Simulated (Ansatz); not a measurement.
Abstraction of F: C3H8BF + C2H3Si → C3H8B + C2H3FSi

Species: C3H8BF `CCB(C)F`, singlet; C2H3Si `C#C[SiH2]`, doublet; C3H8B `C[B]CC`, doublet; C2H3FSi `C#C[SiH2]F`, singlet. A radical takes F: the energy is the difference in strength between the B–F bond broken and the Si–F bond made.

Shapes, held fixed at every level: PBE0-D4/def2-TZVP. Flexible molecules stand in one conformer, not always the lowest. Programs: Ansatz 0.2.0. The zero-point and thermal change to 298 K, harmonic and unscaled (PBE0-D4/def2-TZVP), is -1.1 kJ/mol.

```csv
level,kind,ΔH(298 K) (kJ/mol),less CCSD(T)/CBS estimate
MP2/def2-TZVPP,perturbation theory,+61.0,-13.2
SPW92/def2-TZVPP,LDA,+105.9,+31.7
B2PLYP/def2-TZVPP,double hybrid,+80.7,+6.5
CCSD(T)/def2-SVP,coupled cluster or CI,+114.8,+40.6
CCSD/def2-SVP,coupled cluster or CI,+112.8,+38.6
CCSD/def2-TZVPP,coupled cluster or CI,+79.2,+5.0
CCSD(T)/CBS estimate,coupled cluster or CI,+74.2,0.0
```

The highest level, CCSD(T)/CBS estimate, gives ΔH(298 K) = +74.2 kJ/mol; the levels span +61.0 to +114.8. The column of differences is taken from that level and isn't an error. No measured value is set beside it here. Spin contamination: C2H3Si (⟨S²⟩ up to 0.85). Open shells run unrestricted. The CBS estimate extrapolates MP2 from def2-TZVPP and def2-QZVPP and adds CCSD(T) − MP2 in the triple-zeta set, cores frozen.

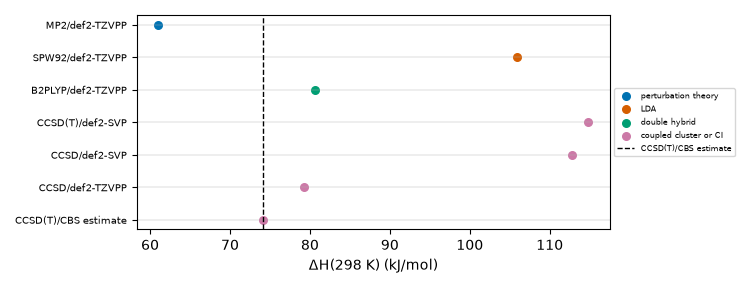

The values of the table, level by level.
